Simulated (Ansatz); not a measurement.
Ligand exchange: GeH(CH3)2Br + C4H5N → GeH2(CH3)2 + C4H4BrN

Species: GeH(CH3)2Br, singlet; C4H5N (pyrrole) `c1cc[nH]c1`, singlet; GeH2(CH3)2, singlet; C4H4BrN `Brc1ccc[nH]1`, singlet. The partners trade Br for H: Ge–Br and C–H bonds give way to Ge–H and C–Br.

Shapes, held fixed at every level: PBE0-D4/def2-TZVP. Programs: Ansatz 0.2.0. Electronic energies: no zero-point or thermal term.

| level | kind | ΔE (kJ/mol) | less CCSD(T)/def2-TZVPP |
| --- | --- | --- | --- |
| HF/def2-TZVPP | Hartree–Fock | +177.7 | +23.2 |
| r2SCAN-D4/def2-TZVPP | meta-GGA | +158.4 | +3.9 |
| B3LYP-D4/def2-TZVPP | global hybrid | +157.3 | +2.8 |
| PBE0-D4/def2-TZVPP | global hybrid | +157.1 | +2.6 |
| wB97M-V/def2-TZVPP | range-separated hybrid | +159.6 | +5.1 |
| wB97X-V/def2-TZVPP | range-separated hybrid | +157.1 | +2.6 |
| MP2/def2-TZVPP | perturbation theory | +154.0 | -0.5 |
| CCSD(T)/def2-TZVPP | coupled cluster or CI | +154.5 | 0.0 |

The highest level, CCSD(T)/def2-TZVPP, gives ΔE = +154.5 kJ/mol; the levels span +154.0 to +177.7. The column of differences is taken from that level and isn't an error. No measured value is set beside it here. Relativity is left out for Br, Ge. Outer-core shells of Br, Ge are correlated in most correlated rows, in sets that cover them unevenly.

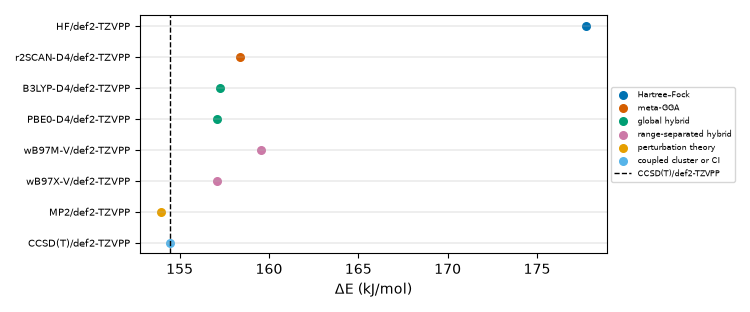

The values of the table, level by level.
